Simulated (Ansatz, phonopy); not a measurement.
# InPd (Pm-3m): a volume series of phonon spectra, part 3 of 3

Which modes of InPd drive its thermal expansion? The starting cell is a computed one from a database.

Ansatz 0.2.0; DFT PBEsol, scalar-relativistic, plane waves, PAW.

So far. Step 8 (A cell at another volume, V/V0 0.98): The run ends at a pressure of 2.93 GPa. Step 9 (Phonons, V/V0 0.98): No mode is imaginary beyond numerical noise at the solved wavevectors. The highest zone-centre mode (no LO–TO term) moved by +6.0 % for a volume change of -2.0 %.

## Step 10: A cell at another volume, V/V0 1.04

Symmetry fixes every atom, so a single point at the scaled cell gives the energy and pressure of this member.

The cell differs from the one that the last finished run ended in (a 3.225 → 3.290 Å, b 3.225 → 3.290 Å, c 3.225 → 3.290 Å).

Input file input.yaml:

```yaml
crystal:
  lattice:
    - [3.289752685, 0.0, 0.0]
    - [0.0, 3.289752685, 0.0]
    - [0.0, 0.0, 3.289752685]
  atoms:
    - { symbol: In, position: [0.0, 0.0, 0.0] }
    - { symbol: Pd, position: [0.5, 0.5, 0.5] }
kpoints:
  mp_grid: { grid: [16, 16, 16] }
hamiltonian:
  xc: pbesol
scf:
  occupations: { method: methfessel_paxton, width: 0.2 }
  lower_state_search: "off"
output:
  forces: true
  stress: true
  eigenvalues: true
```

Started as:

```
ansatz run input.yaml --threads 4 --pin off --max-ram 8192MiB --backend cpu --events-out ev --progress --plain --runs-dir out
```

Numbers of over 12 decimals in the logs are rounded to 6 here.

The log of the run:

```text
[...]
Crystal: 2 atoms, lattice volume = 35.603 Å³
Basis set: ecut = 420 eV, 739 PW (Γ), exchange–correlation on 48×48×48 points (8 copies of the dense FFT grid, shifted against one another)
Bands: 20, of which v1, the nominal top of the filled ones, is band 16 counted from 1 (15 counted from 0)
Symmetry: 48 space group operations
[...]
k-points: 165 of 4096
[...]
--- Band table (eV; the first three rows and the last of 165) ---
  k-point 0: bands = [... 12 lower, 13.9889, 13.9889, 13.9889, 20.3669, 20.3669, 20.3669, 25.3572, 26.6961]
  k-point 1: bands = [... 12 lower, 13.9422, 13.9422, 13.9863, 19.9049, 20.4903, 20.4903, 25.5972, 26.6749]
  k-point 2: bands = [... 12 lower, 13.8153, 13.8153, 13.9787, 18.8751, 20.8469, 20.8469, 25.8378, 26.6127]
  k-point 164: bands = [... 12 lower, 14.5971, 14.5971, 16.0278, 19.9596, 19.9596, 19.9596, 20.5474, 20.5474]
[key lines of the parts left out:]
SCF converged after 6 iterations
Free energy (F): -12433.098775 eV
Fermi energy:    16.231777 eV
P = ⅓ Tr σ = -4.7877 GPa (-47.877 kbar)
```

Wall time 1.2 s (4 threads of Arm Neoverse V2, shared host); peak memory 0.4 GiB; 4.2 s of CPU time.

The run ends at a pressure of -4.79 GPa.

## Step 11: Phonons, V/V0 1.04

Phonons at this volume give one point of F(V, T); meshes stay fixed along the series.

input.yaml, the sections that differ from step 10:

```yaml
output:
  eigenvalues: true
phonons:
  method: dfpt
  qmesh: [4, 4, 4]
  temperatures: { t_max: 1000, t_step: 50 }
  qpath:
    path:
      - [[0.0, 0.0, 0.0], [0.0, 0.5, 0.0], [0.5, 0.5, 0.0], [0.0, 0.0, 0.0], [0.5, 0.5, 0.5], [0.0, 0.5, 0.0]]
      - [[0.5, 0.5, 0.5], [0.5, 0.5, 0.0]]
    npoints: 10
# crystal, kpoints, hamiltonian, scf: as in step 10
```

The log of the run:

```text
[...]
Crystal: 2 atoms, lattice volume = 35.603 Å³
Basis set: ecut = 420 eV, 739 PW (Γ), exchange–correlation on 48×48×48 points (8 copies of the dense FFT grid, shifted against one another)
Bands: 20, of which v1, the nominal top of the filled ones, is band 16 counted from 1 (15 counted from 0)
Symmetry: 48 space group operations
k-points: 165 of 4096
[...]
k-point 164: bands = [... 12 lower, 14.5971, 14.5971, 16.0278, 19.9596, 19.9596, 19.9596, 20.5474, 20.5474]
[...]
ASR residual: 5.131e-5 → 0.000e0 eV/Å²; symmetrization residual: 1.542e-5 eV/Å²
  ASR residual per site (eV/Å²): 3.48e-5 5.13e-5
  Γ frequencies (cm⁻¹): 0.00 0.00 0.00 128.39 128.39 128.39
--- Phonons (arbitrary-q DFPT): 10 irreducible q on the 4×4×4 mesh ---
[...]
interpolated dispersion: 62 rows × 6 modes
[...]
[key lines of the parts left out:]
SCF converged after 7 iterations
Free energy (F): -12433.098775 eV
Fermi energy:    16.231765 eV
```

Elapsed: 8.7 min, on 4 threads; peak memory 4 GiB; 34 min of CPU time.

No mode is imaginary beyond numerical noise at the solved wavevectors. The highest zone-centre mode (no LO–TO term) moved by -11.4 % for a volume change of +4.0 %.

## Step 12: Single point at a scaled cell, V/V0 1.06

Symmetry fixes every atom, so a single point at the scaled cell gives the energy and pressure of this member.

The cell differs from the one that the last finished run ended in (a 3.290 → 3.311 Å, b 3.290 → 3.311 Å, c 3.290 → 3.311 Å).

input.yaml, the sections that differ from step 11:

```yaml
crystal:
  lattice:
    - [3.3107070887, 0.0, 0.0]
    - [0.0, 3.3107070887, 0.0]
    - [0.0, 0.0, 3.3107070887]
  atoms:
    - { symbol: In, position: [0.0, 0.0, 0.0] }
    - { symbol: Pd, position: [0.5, 0.5, 0.5] }
output:
  forces: true
  stress: true
  eigenvalues: true
# kpoints, hamiltonian, scf: as in step 11
# phonons: removed
```

The log of the run:

```text
[...]
Crystal: 2 atoms, lattice volume = 36.288 Å³
Basis set: ecut = 420 eV, 739 PW (Γ), exchange–correlation on 48×48×48 points (8 copies of the dense FFT grid, shifted against one another)
Bands: 20, of which v1, the nominal top of the filled ones, is band 16 counted from 1 (15 counted from 0)
Symmetry: 48 space group operations
[...]
k-points: 165 of 4096
[...]
--- Band table (eV; the first three rows and the last of 165) ---
  k-point 0: bands = [... 12 lower, 13.6293, 13.6293, 13.6293, 19.9352, 19.9352, 19.9352, 24.7156, 26.1685]
  k-point 1: bands = [... 12 lower, 13.5844, 13.5844, 13.6269, 19.4716, 20.0554, 20.0554, 24.9616, 26.1496]
  k-point 2: bands = [... 12 lower, 13.4623, 13.4623, 13.6201, 18.4448, 20.4031, 20.4031, 25.2254, 26.0939]
  k-point 164: bands = [... 12 lower, 14.2214, 14.2214, 15.5503, 19.5344, 19.5344, 19.5344, 20.0720, 20.0720]
[key lines of the parts left out:]
SCF converged after 6 iterations
Free energy (F): -12433.074089 eV
Fermi energy:    15.814399 eV
P = ⅓ Tr σ = -6.7209 GPa (-67.209 kbar)
```

It took 1.2 s on 4 threads; peak memory 0.4 GiB; 4.2 s of CPU time.

The run ends at a pressure of -6.72 GPa.

## Step 13: Phonons, V/V0 1.06

The same q-mesh and k-mesh are kept at every volume, so that much of their error can cancel in the differences.

input.yaml, the sections that differ from step 12:

```yaml
output:
  eigenvalues: true
phonons:
  method: dfpt
  qmesh: [4, 4, 4]
  temperatures: { t_max: 1000, t_step: 50 }
  qpath:
    path:
      - [[0.0, 0.0, 0.0], [0.0, 0.5, 0.0], [0.5, 0.5, 0.0], [0.0, 0.0, 0.0], [0.5, 0.5, 0.5], [0.0, 0.5, 0.0]]
      - [[0.5, 0.5, 0.5], [0.5, 0.5, 0.0]]
    npoints: 10
# crystal, kpoints, hamiltonian, scf: as in step 12
```

The log of the run:

```text
[...]
Crystal: 2 atoms, lattice volume = 36.288 Å³
Basis set: ecut = 420 eV, 739 PW (Γ), exchange–correlation on 48×48×48 points (8 copies of the dense FFT grid, shifted against one another)
Bands: 20, of which v1, the nominal top of the filled ones, is band 16 counted from 1 (15 counted from 0)
Symmetry: 48 space group operations
k-points: 165 of 4096
[...]
k-point 164: bands = [... 12 lower, 14.2214, 14.2214, 15.5503, 19.5344, 19.5344, 19.5344, 20.0720, 20.0720]
[...]
ASR residual: 3.810e-5 → 0.000e0 eV/Å²; symmetrization residual: 1.647e-5 eV/Å²
  ASR residual per site (eV/Å²): 3.24e-5 3.81e-5
  Γ frequencies (cm⁻¹): 0.00 0.00 0.00 120.56 120.56 120.56
--- Phonons (arbitrary-q DFPT): 10 irreducible q on the 4×4×4 mesh ---
[...]
interpolated dispersion: 62 rows × 6 modes
[...]
[key lines of the parts left out:]
SCF converged after 7 iterations
Free energy (F): -12433.074089 eV
Fermi energy:    15.814386 eV
```

Wall time 8.9 min (4 threads); peak memory 4.1 GiB.

No mode is imaginary beyond numerical noise at the solved wavevectors. The highest zone-centre mode (no LO–TO term) moved by -16.8 % for a volume change of +6.0 %.

## Step 14: Single point at a scaled cell, V/V0 1.085

Symmetry fixes every atom, so a single point at the scaled cell gives the energy and pressure of this member.

The cell differs from the one that the last finished run ended in (a 3.311 → 3.337 Å, b 3.311 → 3.337 Å, c 3.311 → 3.337 Å).

input.yaml, the sections that differ from step 13:

```yaml
crystal:
  lattice:
    - [3.3365326805, 0.0, 0.0]
    - [0.0, 3.3365326805, 0.0]
    - [0.0, 0.0, 3.3365326805]
  atoms:
    - { symbol: In, position: [0.0, 0.0, 0.0] }
    - { symbol: Pd, position: [0.5, 0.5, 0.5] }
output:
  forces: true
  stress: true
  eigenvalues: true
# kpoints, hamiltonian, scf: as in step 13
# phonons: removed
```

The log of the run:

```text
[...]
Crystal: 2 atoms, lattice volume = 37.144 Å³
Basis set: ecut = 420 eV, 739 PW (Γ), exchange–correlation on 48×48×48 points (8 copies of the dense FFT grid, shifted against one another)
Bands: 20, of which v1, the nominal top of the filled ones, is band 16 counted from 1 (15 counted from 0)
Symmetry: 48 space group operations
[...]
k-points: 165 of 4096
[...]
--- Band table (eV; the first three rows and the last of 165) ---
  k-point 0: bands = [... 12 lower, 13.1988, 13.1988, 13.1988, 19.4180, 19.4180, 19.4180, 23.9472, 25.5373]
  k-point 1: bands = [... 12 lower, 13.1560, 13.1560, 13.1967, 18.9524, 19.5344, 19.5344, 24.2001, 25.5209]
  k-point 2: bands = [... 12 lower, 13.0395, 13.0395, 13.1906, 17.9296, 19.8716, 19.8716, 24.4897, 25.4729]
  k-point 164: bands = [... 12 lower, 13.7715, 13.7715, 14.9785, 19.0263, 19.0263, 19.0263, 19.5031, 19.5031]
[key lines of the parts left out:]
SCF converged after 6 iterations
Free energy (F): -12433.032529 eV
Fermi energy:    15.313660 eV
P = ⅓ Tr σ = -8.7779 GPa (-87.779 kbar)
```

Elapsed: 1.2 s, on 4 threads; peak memory 0.4 GiB.

The run ends at a pressure of -8.78 GPa.

## Step 15: Phonons, V/V0 1.085

Phonons at this volume give one point of F(V, T); meshes stay fixed along the series.

input.yaml, the sections that differ from step 14:

```yaml
output:
  eigenvalues: true
phonons:
  method: dfpt
  qmesh: [4, 4, 4]
  temperatures: { t_max: 1000, t_step: 50 }
  qpath:
    path:
      - [[0.0, 0.0, 0.0], [0.0, 0.5, 0.0], [0.5, 0.5, 0.0], [0.0, 0.0, 0.0], [0.5, 0.5, 0.5], [0.0, 0.5, 0.0]]
      - [[0.5, 0.5, 0.5], [0.5, 0.5, 0.0]]
    npoints: 10
# crystal, kpoints, hamiltonian, scf: as in step 14
```

The log of the run:

```text
[...]
Crystal: 2 atoms, lattice volume = 37.144 Å³
Basis set: ecut = 420 eV, 739 PW (Γ), exchange–correlation on 48×48×48 points (8 copies of the dense FFT grid, shifted against one another)
Bands: 20, of which v1, the nominal top of the filled ones, is band 16 counted from 1 (15 counted from 0)
Symmetry: 48 space group operations
k-points: 165 of 4096
[...]
k-point 164: bands = [... 12 lower, 13.7715, 13.7715, 14.9785, 19.0263, 19.0263, 19.0263, 19.5031, 19.5031]
[...]
ASR residual: 2.338e-5 → 0.000e0 eV/Å²; symmetrization residual: 1.825e-5 eV/Å²
  ASR residual per site (eV/Å²): 1.70e-5 2.34e-5
  Γ frequencies (cm⁻¹): 0.00 0.00 0.00 111.11 111.11 111.11
--- Phonons (arbitrary-q DFPT): 10 irreducible q on the 4×4×4 mesh ---
[...]
interpolated dispersion: 62 rows × 6 modes
[...]
[key lines of the parts left out:]
SCF converged after 8 iterations
Free energy (F): -12433.032529 eV
Fermi energy:    15.313644 eV
```

It took 9 min on 4 threads; peak memory 4.1 GiB.

No LO-TO term. The phonon branches at the labelled points (cm⁻¹):

```
    point  branch 1  branch 2  branch 3  branch 4  branch 5  branch 6
        Γ         0         0         0       111       111       111
        X        58        58        82        82        83       140
        M        44        44        78        78       138       138
        Γ         0         0         0       111       111       111
        R        64        64        64       121       121       121
        X        58        58        82        82        83       140
jump to R        64        64        64       121       121       121
        M        44        44        78        78       138       138
```

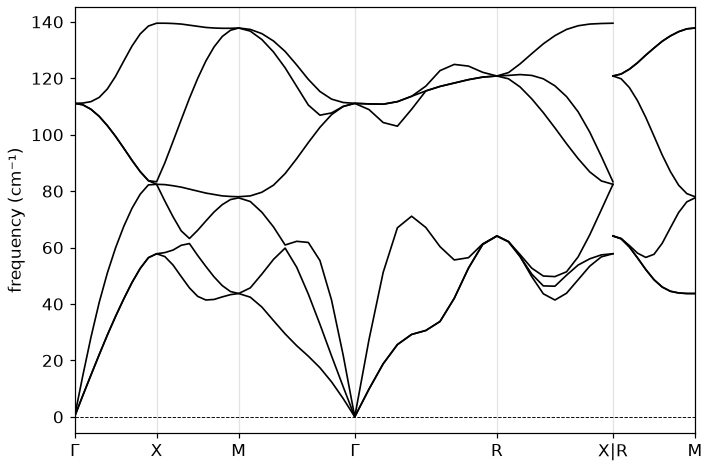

Phonon branches along the path.

No mode is imaginary beyond numerical noise at the solved wavevectors. The highest zone-centre mode (no LO–TO term) moved by -23.3 % for a volume change of +8.5 %.

## Step 16: How the modes move with volume

This step: DFT PBEsol, scalar-relativistic, plane waves, PAW (phonopy 4.10.0).

This step gave:

* share of modes with a negative Grüneisen parameter: 0

Mean Grüneisen, by row:

```
T (K)  heat-capacity-weighted mean  root mean square
   50                        3.233             3.302
  100                        3.127             3.193
  200                        3.089             3.154
  300                        3.082             3.146
  500                        3.078             3.142
  800                        3.076              3.14
```

Mean mode Grueneisen parameter against wavenumber:

```
wavenumber (cm⁻¹)  mean mode Grueneisen parameter
              2.9                               -
             20.3                            3.71
             37.8                            3.07
             61.0                            3.38
             78.4                            3.77
             95.9                            3.57
            113.3                            2.82
            136.6                            2.71
            154.0                            2.73
            171.4                            2.62
```

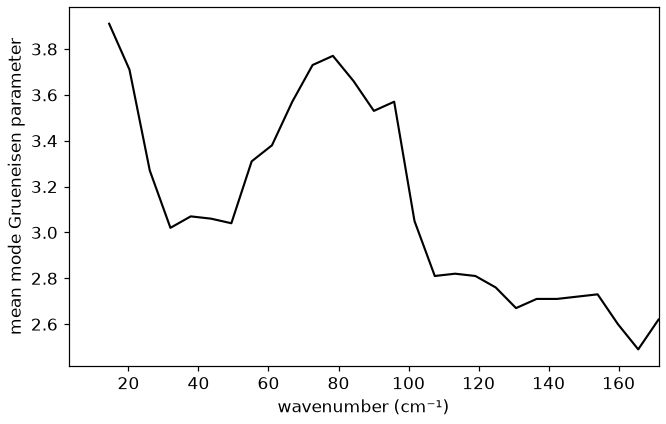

Mean mode Grueneisen parameter, plotted against wavenumber.

Volume series, by row:

```
 V/V0  V (Å³/atom)  pressure (GPa)  E - E0 (meV/atom)  gap (eV)  zero-point energy (meV/atom)  lowest on the path (cm⁻¹)  highest at Gamma without the LO-TO term (cm⁻¹)
 0.98        16.77           2.935              3.062         0                         20.89                          0                                           153.5
    1        17.12               0                  0         0                         19.71                          0                                           144.8
 1.02        17.46           -2.56              2.809         0                         18.57                          0                                           136.5
 1.04         17.8          -4.788              10.74         0                         17.48                          0                                           128.4
 1.06        18.14          -6.721              23.12         0                         16.43                          0                                           120.6
1.085        18.57          -8.778              43.95         0                         15.15                          0                                           111.1
```

Table of optical frequency at Gamma without the LO-TO term, mode 4 by V/V0:

```
  V/V0  optical frequency at Gamma without the LO-TO term, mode 4 (cm⁻¹)
0.9800                                                               154
1.0000                                                               145
1.0200                                                               136
1.0400                                                               128
1.0600                                                               121
1.0850                                                               111
```

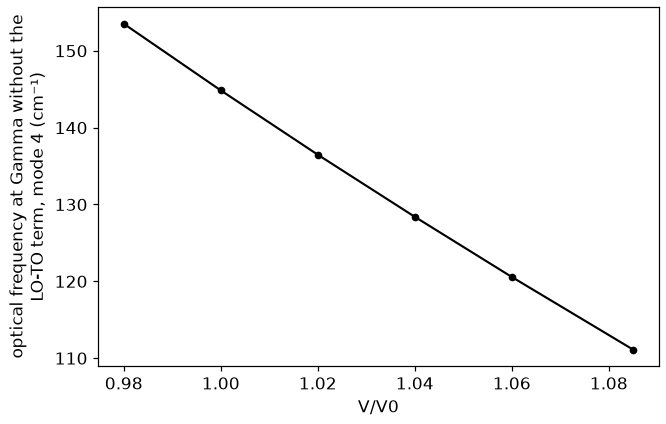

Optical frequency at Gamma without the LO-TO term, mode 4, plotted against V/V0.

Grüneisen at points, by row:

```
point  branch  frequency (cm⁻¹)  mode Grüneisen parameter
    Γ       4             144.8                      2.94
    X       1              83.1                      4.07
    X       3               105                      2.73
    X       5             117.1                      3.39
    X       6             163.6                      1.91
    M       1              48.7                      1.47
    M       3              98.9                      3.01
    M       4               101                      2.86
    M       5             174.4                      2.71
    R       1                96                      4.22
    R       4             145.6                      2.14
```

## Step 17: Free-energy fit

This step gave:

```
volume expansion coefficient at 300 K : 62.12 1e-6/K
isothermal bulk modulus at 300 K      : 119.8 GPa
C_P at 300 K                          : 25.87 J/mol-atom/K
Grüneisen parameter at 300 K          : 3.2
```

Table of energy (each curve on its own zero) by volume; values in meV/atom:

```
volume (Å³/atom)  static  F at 0 K  F at 300 K  F at 750 K
          16.775    3.06      5.91        15.8        34.4
          17.117       0      1.67        7.95        19.6
          17.459    2.81      3.35        5.83        10.3
          17.802    10.7      10.2        8.68        5.72
          18.144    23.1      21.5        15.8        5.08
          18.572    44.0      41.1        29.6        8.58
```

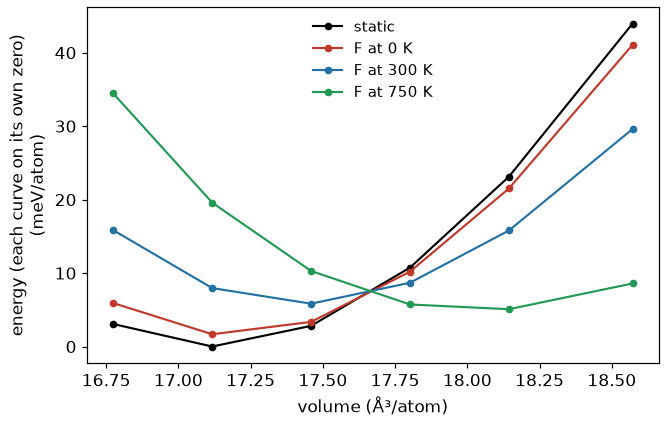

Energy (each curve on its own zero), plotted against volume.

Phonopy-qha, vinet fit of F(V) at each temperature; no electronic free energy. Qha vinet, by row:

```
T (K)  fitted volume (Å³/atom)  alpha_V (1e-6/K)  B_T (GPa)  C_P (J/mol-atom/K)  Grueneisen
  100                    17.23             46.73      131.8               20.77       3.129
  150                    17.27             53.26        129                23.4       3.141
  200                    17.32             56.85      126.1               24.59       3.156
  250                    17.37             59.59        123               25.32       3.176
  300                    17.42             62.12      119.8               25.87         3.2
  350                    17.48             64.66      116.4               26.35       3.227
  400                    17.54             67.37      112.8               26.82       3.257
  450                     17.6             70.32      109.1               27.29       3.291
  500                    17.66             73.61      105.2                27.8       3.328
  550                    17.73             77.31      101.2               28.35       3.369
  600                     17.8             81.52      96.98               28.97       3.414
  650                    17.87             86.36      92.57               29.67       3.464
  700                    17.95             91.99      87.96               30.49       3.519
```

Volume expansion coefficient, phonopy-qha, Vinet against temperature:

```
temperature (K)  volume expansion coefficient, phonopy-qha, Vinet (1e-6/K)
             75                                                       40.2
            125                                                       50.6
            175                                                       55.2
            225                                                       58.3
            275                                                       60.9
            325                                                       63.4
            375                                                       66.0
            425                                                       68.8
            475                                                       71.9
            525                                                       75.4
            575                                                       79.3
            625                                                       83.8
            675                                                       89.1
            725                                                       95.2
```

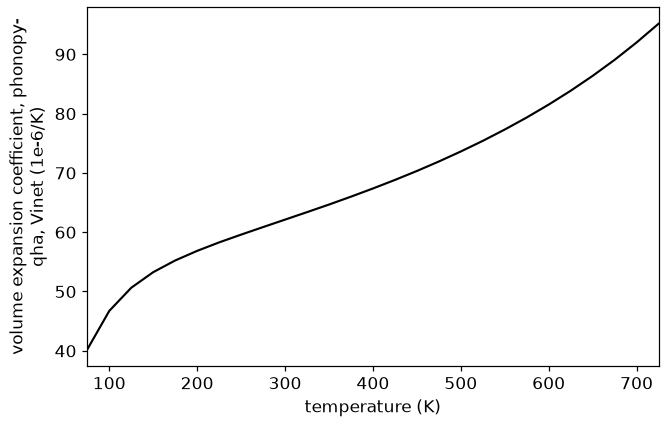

Volume expansion coefficient, phonopy-qha, Vinet against temperature.

The fit gives a volume expansion of 62.1 × 10⁻⁶/K at 300 K.

## Step 18: Results

```yaml
volume_expansion_coefficient_at_300_k: 62.12 1e-6/K
isothermal_bulk_modulus_at_300_k: 119.8 GPa
c_p_at_300_k: 25.87 J/mol-atom/K
grueneisen_parameter_at_300_k: 3.2
mean_mode_grueneisen_parameter_at_300_k: 3.08
```

What this shows: Near room temperature InPd expands by 62.1 × 10⁻⁶/K in volume by PBEsol, with C_P = 25.9 J/(mol K) per mole of atoms and B_T = 120 GPa. C_P at room temperature is 104 % of the classical 3R an atom. The fit leaves out the electrons' free energy, which adds to C_P and to the expansion of a metal at high temperature. The heat-capacity-weighted Grüneisen parameter goes from 3.23 at 50 K to 3.08 at 800 K. Weighting γ by the density of states and each mode's heat capacity at 300 K, modes below 60 cm⁻¹ give about 17 % of the sum of γC that drives the expansion, those up to 120 cm⁻¹ 48 % and the rest 36 %. Among the labelled points γ is largest for branch 1 at R (96 cm⁻¹, 4.2) and smallest for branch 1 at M (48.7 cm⁻¹, 1.5). The program warned that a few bands missed the eigensolver's threshold in at least one of the runs. The PAW files were made for PBE and are used here under another functional, for which the program regenerates the frozen cores.

[Logs are printed without paths, hosts, clocks, repeated set-up lines and the standing remarks that a program may print on its own settings, such as how far it seeks lower states.]

[Hosts, paths, dates, database ids (printed as entryN), source tags and the programs' standing remarks are cut or masked in the printed files.]

[A step with changed settings may run another functional than the one named; its input shows which.]

[Of the runs on displaced cells, only some may be shown.]
